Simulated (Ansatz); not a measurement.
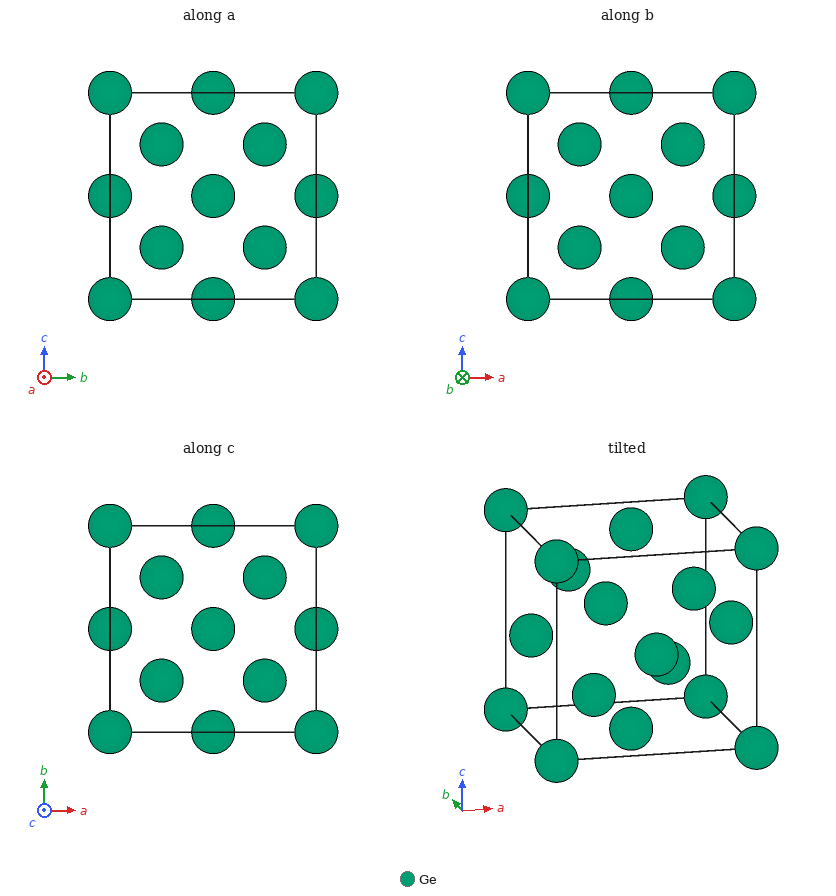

The crystal in a spheres-only representation, seen along the a axis, along the b axis, along the c axis and slightly off an axis. The outline marks the conventional unit cell.

Lattice parameters: a = 5.6600 Å, b = 5.6600 Å, c = 5.6600 Å, α = 90.000°, β = 90.000°, γ = 90.000°.

**Reconstruct the structure as a CIF with its space group and independent sites.**

```cif
data_structure
_symmetry_space_group_name_H-M 'F d -3 m :1'
_symmetry_Int_Tables_number 227
_cell_length_a 5.6600
_cell_length_b 5.6600
_cell_length_c 5.6600
_cell_angle_alpha 90.000
_cell_angle_beta 90.000
_cell_angle_gamma 90.000
_cell_volume 181.32
loop_
_atom_site_label
_atom_site_type_symbol
_atom_site_symmetry_multiplicity
_atom_site_Wyckoff_symbol
_atom_site_fract_x
_atom_site_fract_y
_atom_site_fract_z
_atom_site_occupancy
Ge1 Ge 8 a 0.0000 0.0000 0.0000 1
```

The cell started as the standard structure of this element. Earlier steps of the study may have refined or changed the cell and positions. It was run through Ansatz as a DFT input.
